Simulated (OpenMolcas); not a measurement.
# How methods differ on CH6ClNSi (SMILES C[SiH](N)Cl)

The species is CH6ClNSi (10 atoms), meant as a singlet with charge 0. As SMILES, `C[SiH](N)Cl`. The shape is that of a PBE0-D4/def2-TZVP optimisation. This is one conformer, not always the lowest.

```xyz
10

C    -0.9243    0.9603   -0.4296
Si   -0.0556   -0.6376   -0.0734
N     1.2008   -0.3792    1.0508
Cl    0.5949   -1.3925   -1.9008
H    -1.7200    0.8095   -1.1616
H    -1.3595    1.3697    0.4850
H    -0.2269    1.6943   -0.8414
H    -0.9365   -1.6895    0.4826
H     1.8475    0.3826    0.9176
H     1.6627   -1.1687    1.4738
```

Quantity: the energy change with the Si2–Cl4 bond stretched from 2.081 to 2.394 Å, in eV. The values are calculated.

| level | kind | program | value (eV) | less CCSD(T)/6-31G* | CPU time (all runs) |
| --- | --- | --- | --- | --- | --- |
| SVWN5/6-31G* (spherical functions) (restricted) | LDA | OpenMolcas | 0.46 | -0.02 | 46 s |
| revPBE/6-31G* (spherical functions) (restricted) | GGA | OpenMolcas | 0.31 | -0.17 | 68 s |
| M06-L/6-31G* (spherical functions) (restricted) | meta-GGA | OpenMolcas | 0.46 | -0.02 | 82 s |
| r2SCAN/6-31G* (spherical functions) (restricted) | meta-GGA | OpenMolcas | 0.42 | -0.06 | 84 s |
| B3LYP/6-31G* (spherical functions) (restricted) | global hybrid | OpenMolcas | 0.38 | -0.10 | 64 s |
| B2PLYP/6-31G* (spherical functions) (restricted) | double hybrid | OpenMolcas | 0.44 | -0.04 | 50 s |
| MP2/6-31G* (spherical functions) (restricted) | perturbation theory | OpenMolcas | 0.51 | +0.03 | 12 s |
| CCSD(T)/6-31G* (spherical functions) (restricted) | coupled cluster or CI | OpenMolcas | 0.48 | 0.00 | 58 s |

Differences are taken from CCSD(T)/6-31G* (spherical functions) (restricted) for orientation; it has basis-set and higher-order errors of its own. The first shape isn't each level's own minimum. The values span 0.31 to 0.51 eV. CPU times are rough (shared hosts, several kinds of processor and program).

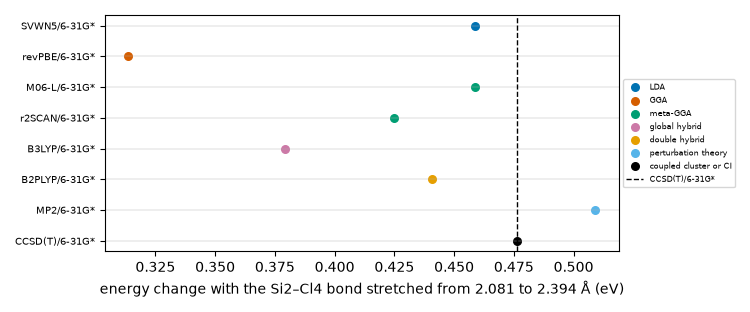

The values of the table, level by level.
